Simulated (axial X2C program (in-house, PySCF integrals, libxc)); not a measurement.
# VNa⁺: relativistic diatomic calculation

System: VNa⁺, single determinant with Ω = 5/2 (not the lowest found).
Method: PBE0, two-component X2C with atomic mean-field Coulomb and Gaunt terms, V dyall-cv3z, Na dyall-cv3z (cores contracted) (axial X2C program (in-house, PySCF integrals, libxc)).

## Output
```
two-component X2C + atomic mean field  PBE0
basis functions 188  fitting functions 964  grid points 5087
iter        total energy     max residual
   1      -1110.997613021     9.97e-06
   2      -1110.997613023     6.86e-06
   3      -1110.997613024     5.95e-06
converged
one-electron -1609.38457314  Coulomb 516.82881494  exact exchange -14.65969624  xc functional -45.17213213  nuclear repulsion 41.62992362  atomic mean-field constant -0.23995008
```

## The points of the curve

```tsv
R (Å)	E (hartree)	dipole (D; origin at the first atom, positive when the second is positive)	highest filled (eV)	lowest empty (eV)
2.798	−1110.991958	7.99	−9.16	−6.51
2.927	−1110.994821	8.49	−9.03	−6.43
3.023	−1110.996225	8.87	−8.94	−6.37
3.119	−1110.997128	9.27	−8.85	−6.31
3.216	−1110.997613	9.67	−8.77	−6.24
3.329	−1110.997773	10.14	−8.69	−6.17
3.441	−1110.997583	10.62	−8.61	−6.10
3.586	−1110.996955	11.26	−8.51	−6.07
3.763	−1110.995802	12.05	−8.40	−6.10
```

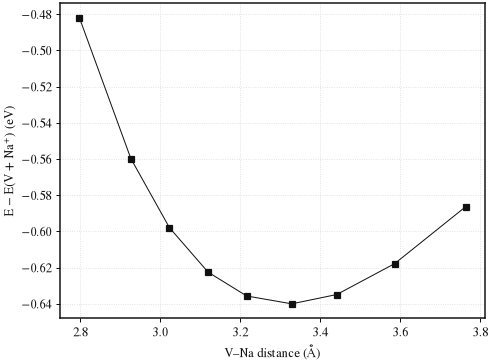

**Figure 1.** Energy at 9 bond lengths, for one set of occupations held fixed; the line joins the points. A polynomial of degree 6 through 8 points gives rₑ = 3.319 Å, ωₑ = 113.6 cm⁻¹, ωₑxₑ = 0.11 cm⁻¹ and Bₑ = 0.09660 cm⁻¹. The minimum lies 0.64 eV below V + Na⁺, each computed as one determinant at the same level.

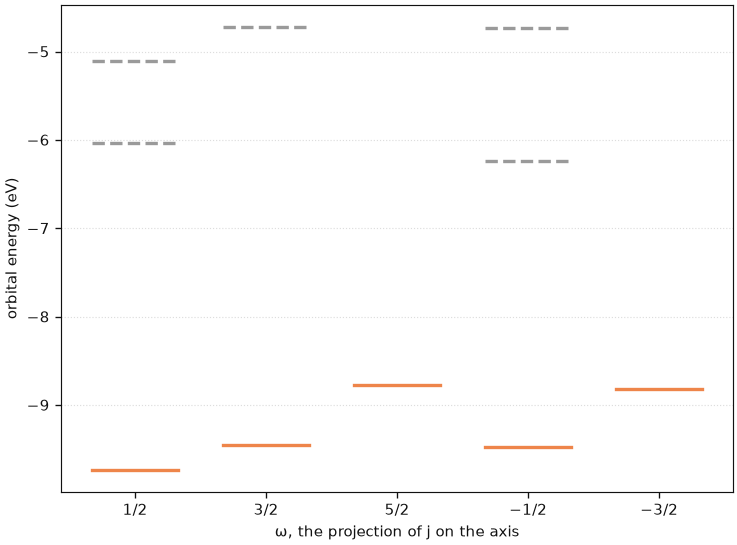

**Figure 2.** Orbital energies near the frontier at 3.22 Å, filled (solid) and empty (dashed). The highest filled spinor (5/2; 100 % V d) lies at −8.77 eV, the lowest empty one (−1/2; 51 % Na s, 33 % V s) at −6.24 eV.

## The input
```
{"zs": [23, 11], "q": 1, "bas": ["dyall-cv3z", "dyall-cv3z"], "levels": ["PBE0", "HF", "B97-3"], "cc": true, "r0": 2.89, "thr": -2.0, "nmax": 90, "npts": 10, "nst": 2, "ntry": 6}
```

The line is the task of a batch: nuclear charges, charge, bases, the levels to run, a first guess of the distance and further settings. This report covers PBE0 with spin-orbit coupling. The log is that of the reference distance 3.216 Å, started from orbitals converged before.

The run was one of a batch that the task file lists, launched with:
```bash
python <driver script> task.json out
```

## Key numbers

| quantity | value |
| --- | --- |
| outcome | converged |
| bond length rₑ | 3.319 Å |
| ωₑ | 113.6 cm⁻¹ |
| energy at the minimum | −1110.99777 hartree |
| depth below the fragments | 0.64 eV |
| hardware | 1 thread of Arm Neoverse N1, 24 GiB of memory available, shared host |
| wall time | 6.2 s |

## Remarks

Limits: 9 of the 10 points asked for were kept.
